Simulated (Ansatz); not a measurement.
**AlBrH4O2: density, localisation and related maps**

Input

```
crystal:
  periodic: [false, false, false]
  atoms:
    - {symbol: Al, position_ang: [0.343023, 0.217625, 0.611692]}
    - {symbol: Br, position_ang: [0.504786, -1.910906, 1.495278]}
    - {symbol: O, position_ang: [0.470705, -0.317644, -1.271230]}
    - {symbol: O, position_ang: [-1.237578, 0.803618, 0.279622]}
    - {symbol: H, position_ang: [0.565925, -1.277506, -1.339631]}
    - {symbol: H, position_ang: [1.521527, 1.193265, 0.981881]}
    - {symbol: H, position_ang: [-0.410687, -0.079151, -1.600475]}
    - {symbol: H, position_ang: [-1.757703, 1.370798, 0.842863]}
basis:
  gaussian: {orbitals: def2-TZVPP}
hamiltonian: {xc: pbe0, dispersion: d4}
output: {orbitals: {seedname: orbitals}}
```

Run with:

```sh
ansatz run in.yaml --threads 4 --pin off --events-out ev --progress --plain --max-ram 9574MiB
```

The product side of a reaction path; geometry: PBE0-D4/def2-TZVP.

Level of theory: Ansatz 0.2.0, RKS PBE0-D4/def2-TZVPP.

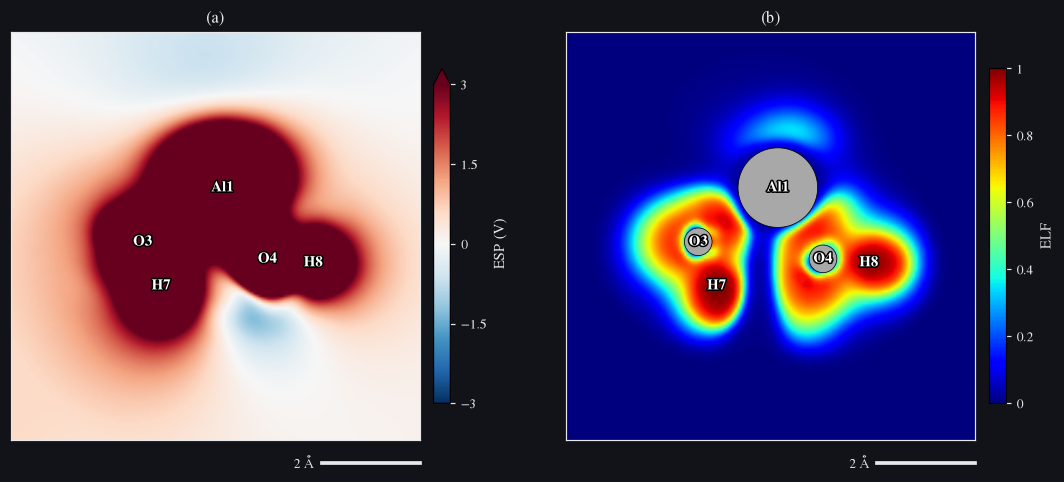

Figure 1. (a) molecular electrostatic potential; (b) electron localisation function on the plane of atoms O3, Al1 and O4. Grey discs cover the atomic cores in the ELF map.

### Interpret the plot.

The plane passes through Al, O and H nuclei.
Al–O (1.72 Å): the ELF peaks at about 0.90 in the valence shell of O, 0.6 Å from its nucleus, and is about 0.40 at the midpoint.
O–H (0.95 Å): the ELF climbs to about 1 towards the hydrogen, as it does in any bond to H; an ordinary covalent bond to hydrogen.
Al–O (1.96 Å): the ELF peaks at about 0.90 in the valence shell of O, 0.7 Å from its nucleus, and is about 0.50 at the midpoint.
The ELF also peaks beside O4, away from the bonds: lone-pair regions.
Outside the dense part of the molecule the potential is most negative (−1.3 V) near O4.

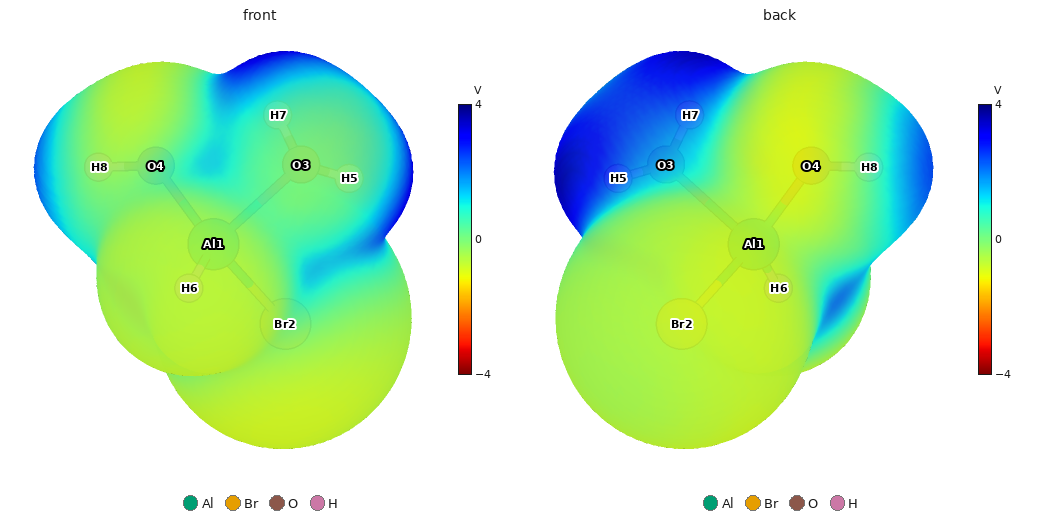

Figure 2. The electrostatic potential painted on the density surface at 0.002 e/bohr³, seen from the front and from behind; the colour scale runs from red (negative) to blue (positive).

### Which sites attract a positive test charge, and which a negative one?

A positive charge is drawn to the negative regions and a negative charge to the positive ones. The most negative region (about −1.1 V) lies over O4, the most positive (about +3.5 V) over H5 and H7. O4 is the likeliest acceptor of a hydrogen bond.

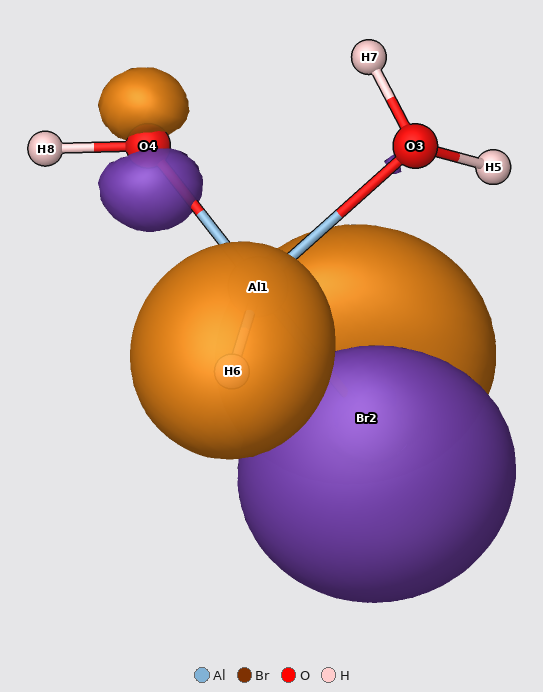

Figure 3. One frontier orbital at ±0.1 Å⁻³ᐟ² (orange and purple are the two phases), seen across its widest extent.

### Which orbital is it: HOMO or LUMO?

The HOMO, at −7.88 eV. Its weight (Hirshfeld) is mainly on Br2 (about 75 %), Al1 (about 10 %) and H6 (about 10 %); largely a lone pair of Br2.
